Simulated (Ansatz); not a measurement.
Input file:

```
crystal:
  periodic: [false, false, false]
  atoms:
    - {symbol: F, position_ang: [0.678409, 0.539724, -2.181722]}
    - {symbol: C, position_ang: [-0.374367, 1.182991, -1.664163]}
    - {symbol: F, position_ang: [-1.426256, 0.371127, -1.758832]}
    - {symbol: F, position_ang: [-0.610009, 2.251660, -2.411177]}
    - {symbol: O, position_ang: [-0.159944, 1.559772, -0.399597]}
    - {symbol: Si, position_ang: [0.614309, 0.800482, 0.849390]}
    - {symbol: O, position_ang: [-0.293398, -0.465561, 1.417709]}
    - {symbol: C, position_ang: [-0.252141, -1.750113, 1.051814]}
    - {symbol: F, position_ang: [0.649141, -2.427547, 1.764269]}
    - {symbol: F, position_ang: [-1.434390, -2.313363, 1.241475]}
    - {symbol: F, position_ang: [0.075515, -1.890740, -0.240452]}
    - {symbol: H, position_ang: [1.935405, 0.312231, 0.418996]}
    - {symbol: H, position_ang: [0.618127, 1.794635, 1.927289]}
basis:
  gaussian: {orbitals: def2-TZVPP}
hamiltonian: {xc: pbe0, dispersion: d4}
output: {orbitals: {seedname: orbitals}}
```

Command:

```sh
ansatz run in.yaml --threads 4 --pin off --events-out ev --progress --plain --max-ram 63488MiB --backend cuda --devices 0, --max-vram 37GiB
```

Geometry: PBE0-D4/def2-TZVP.

All numbers below come from Ansatz, RKS PBE0-D4/def2-TZVPP.

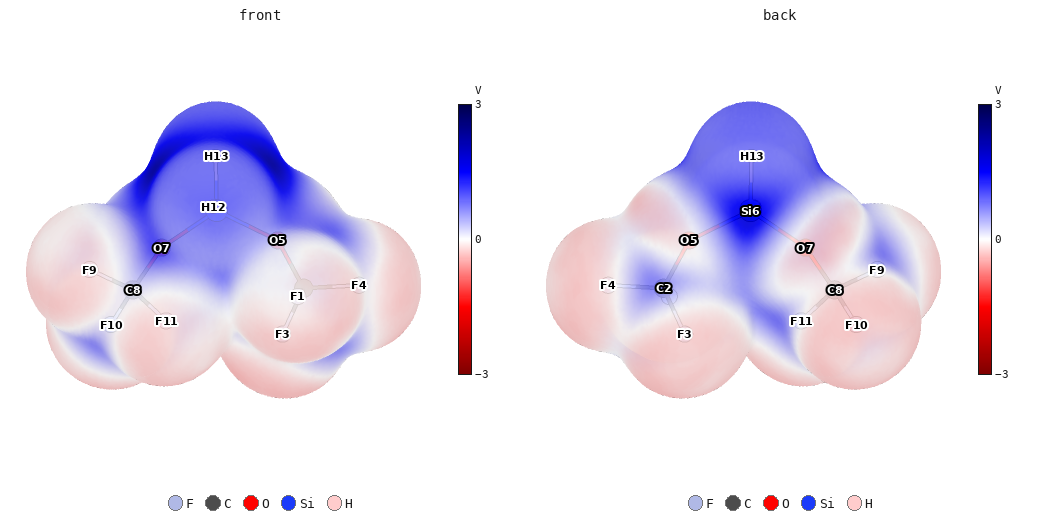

C$_{2}$H$_{2}$F$_{6}$O$_{2}$Si. The electrostatic potential painted on the density surface at 0.002 e/bohr³, seen from the front and from behind; the colour scale runs from red (negative) to blue (positive).

### Describe the electrostatic potential map.

The most negative region (about −0.4 V, or −9 kcal/mol for a unit charge) lies over the F and O atoms, the most positive (about +2.1 V, or +48 kcal/mol for a unit charge) over Si6.
